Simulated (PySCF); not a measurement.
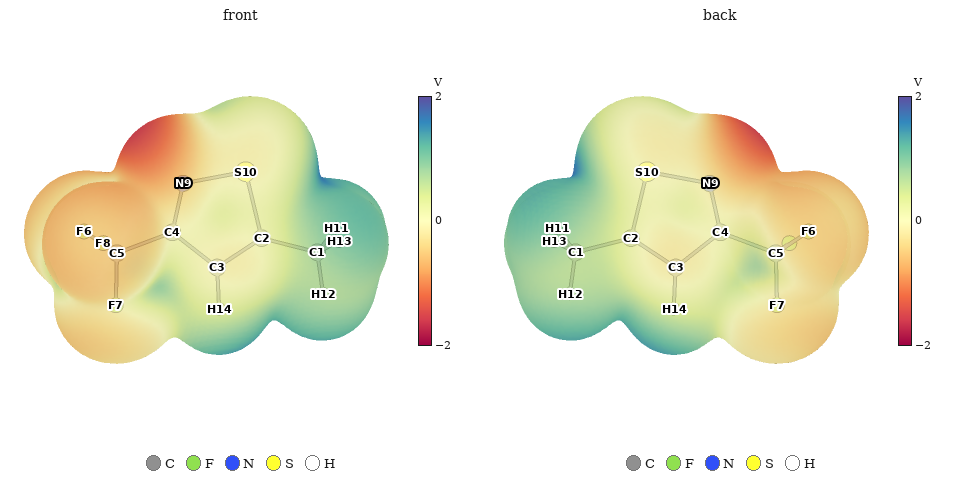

Figure 1: C5H4F3NS (SMILES Cc1cc(C(F)(F)F)ns1). The electrostatic potential painted on the density surface at 0.002 e/bohr³, seen from the front and from behind; the colour scale runs from red (negative) to blue (positive).

Geometry: GFN2-xTB, MD frame at 250 fs, 300 K.

These are results of PBE0/pcSseg-1, SCF density, gas phase, non-relativistic (PySCF 2.14.0), not measurements.

```xyz
14

C    -2.6567    0.1624    0.2900
C    -1.2633   -0.3065    0.1370
C    -0.0942    0.3383   -0.1521
C     1.0113   -0.6287   -0.1331
C     2.4477   -0.2181   -0.4183
F     2.9652   -0.9408   -1.3780
F     2.4812    1.0640   -0.8435
F     3.1423   -0.3603    0.7408
N     0.6810   -1.8348    0.1423
S    -0.9129   -1.9974    0.4538
H    -3.3782   -0.4832   -0.2201
H    -2.7874    1.1994    0.0160
H    -2.9315    0.0415    1.3413
H    -0.0921    1.3821   -0.3189
```

Q: Describe the electrostatic potential map.

A: The most negative region (about −1.5 V) lies over N9, the most positive (about +1.6 V) over C1 and S10. N9 is the likeliest acceptor of a hydrogen bond.
